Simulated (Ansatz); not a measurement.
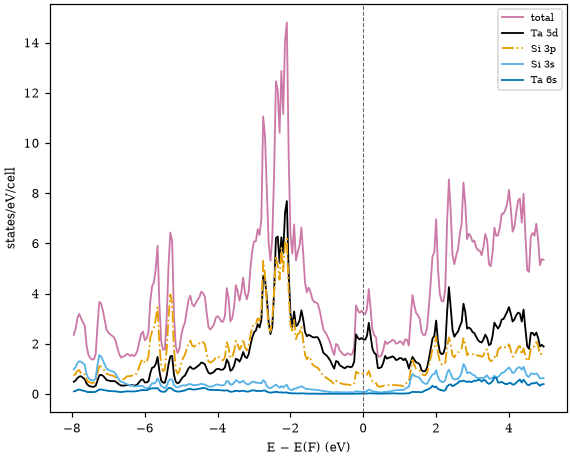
Total and projected density of states of TaSi$_{2}$ in space group P6_422 (No. 181; Ta on 3c, Si on 6i), the program Ansatz at the LDA level (PAW)

Q: Which orbitals carry the states next to the Fermi level?

A: Within 0.5 eV of the Fermi level: Ta 5d 68 %, Si 3p 23 %. Projections are on Löwdin-orthogonalised atomic valence shells; empty p or d shells of many metals are not among them.

Q: Where is the tallest occupied peak in this window, and what makes it?

A: Near -2.1 eV, about 15 states/eV per cell; the largest projected share is Ta 5d.

The workflow started from an entry of the Crystallography Open Database (COD), which files this formula under 2 space groups. Whether it is the stable phase at ambient conditions was not checked. Symmetry was held in the LDA relaxation; its stability against distortions is not shown here. No spin polarisation was allowed. Scalar-relativistic: spin–orbit coupling is off unless named, which matters more the heavier the elements.

Potentials: the later of the program's two PAW sets.
